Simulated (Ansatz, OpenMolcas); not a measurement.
Errors in the atomisation enthalpy at 298 K

6 molecules holding an element past argon; the atomisation enthalpy at 298 K in kJ/mol, computed less measured. Shapes, held fixed at every level: PBE0-D4/def2-TZVP. Thermal terms are harmonic and unscaled (PBE0-D4/def2-TZVP); the spin-orbit lowering of the free atoms is taken from their spectra. Programs: Ansatz 0.2.0, OpenMolcas 26.06. A level may come from different programs for different species; with the same settings they agree closely. Measured values: Active Thermochemical Tables, CRC Handbook of Chemistry and Physics, NIST-JANAF tables.

Levels: A = HF/3-21G; B = HF/def2-SVP; C = B3LYP/6-31G* (spherical functions); D = wB97X-V/def2-TZVPP.

| molecule | from tabulated heats | A | B | C | D |
| --- | --- | --- | --- | --- | --- |
| CuF (fluorocopper) | 430 | -452 | -224 | +19 | -23 |
| H2Se (hydrogen selenide) | 633 | -284 | -207 | -3 | +16 |
| BBrCl2 (bromodichloroborane) | 1262 | -507 | -306 | -44 | +3 |
| BBrF2 (SMILES FB(F)Br) | 1661 | -523 | -391 | -6 | -8 |
| CHBrF2 (bromodifluoromethane) | 1630 | -734 | -568 | -11 | +3 |
| C2H3Br (SMILES C=CBr) | 2126 | -692 | -589 | -24 | -11 |

Problem. Which level does best on this set, which worst, and which err to one side?

Solution. 
```json
{"level": "HF/3-21G", "kind": "Hartree–Fock", "mean error": "-532.0", "mean absolute error": "532.0", "worst case": "CHBrF2"}
{"level": "HF/def2-SVP", "kind": "Hartree–Fock", "mean error": "-380.8", "mean absolute error": "380.8", "worst case": "C2H3Br"}
{"level": "B3LYP/6-31G* (spherical functions)", "kind": "global hybrid", "mean error": "-11.5", "mean absolute error": "17.8", "worst case": "BBrCl2"}
{"level": "wB97X-V/def2-TZVPP", "kind": "range-separated hybrid", "mean error": "-3.3", "mean absolute error": "10.7", "worst case": "CuF"}
```

On this set wB97X-V/def2-TZVPP has the smallest mean absolute error and HF/3-21G the largest. HF/3-21G is too low in 6 of 6; HF/def2-SVP is too low in 6 of 6; B3LYP/6-31G* (spherical functions) is too low in 5 of 6. The heats of CuF, H2Se come from older tables and can be uncertain by 10 kJ/mol or more. Heats of the atoms come from ATcT where it has them, that of boron, 570 kJ/mol, from recent work. The levels differ in basis as well as in method. With so many references in doubt the order of the levels isn't settled. The tabulated values of BBrCl2, BBrF2 are in doubt (older tables, estimates, or at odds with other calculations) and kept here. Over the 4 molecules whose values aren't doubted the mean absolute errors are A 540.5; B 397.0; C 14.2; D 13.2. For HF/def2-SVP the error tends to grow with the atomisation enthalpy. Where a negative error exceeds the measured value, the molecule comes out unbound. Hartree–Fock lacks correlation and underbinds. Relativity is left out for Br, Cu, Se. The set is small.

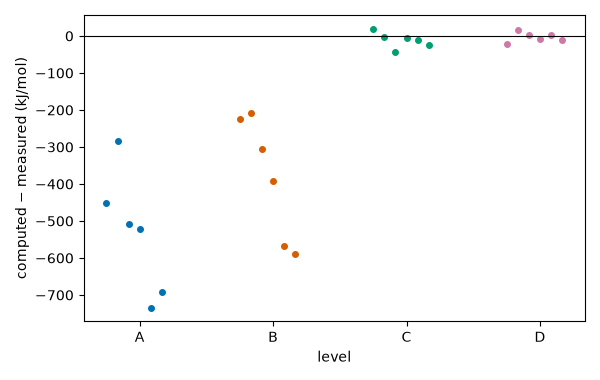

Errors of each level, one point a molecule.
